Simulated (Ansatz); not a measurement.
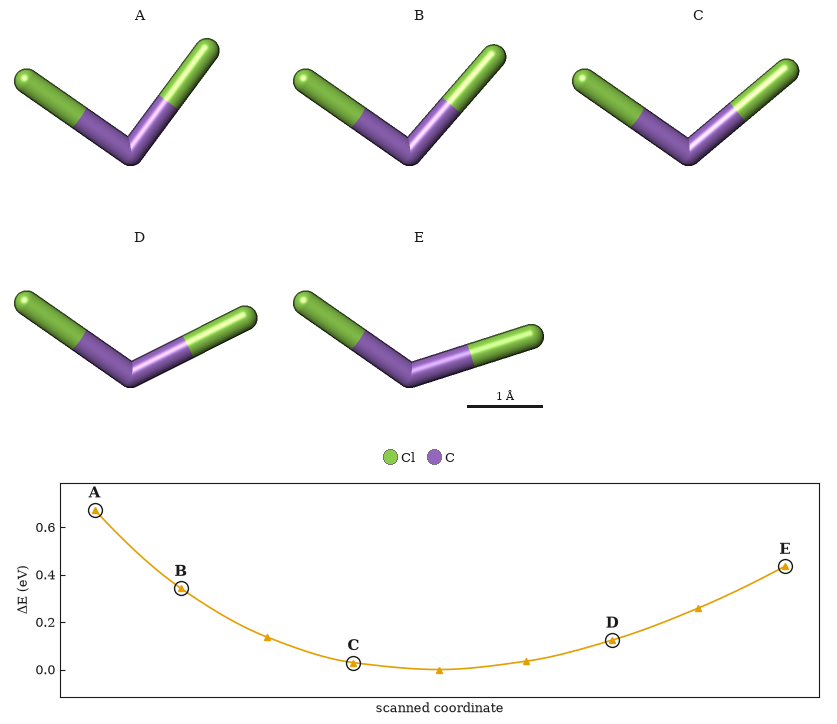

Frames of a one-coordinate scan of CCl₂. Style: stick. Shown onto the plane of the angle.

Computed with Ansatz: wB97M-V, basis def2-TZVPP, on geometries moved rigidly from the minimum at PBE0-D4/def2-TZVP. Energies are counted from the PBE0-D4/def2-TZVP minimum geometry at the same level.

What is being scanned?

Answer. The Cl–C–Cl angle is varied, with the rest of the molecule carried along rigidly. In the frames the angle is 91.5° (A), 96.0° (B), 105.0° (C), 118.5° (D), 127.5° (E). Of the computed points the lowest is at the angle 109.5°, 0.000 eV. The curvature at the lowest point is about 11 eV/rad².
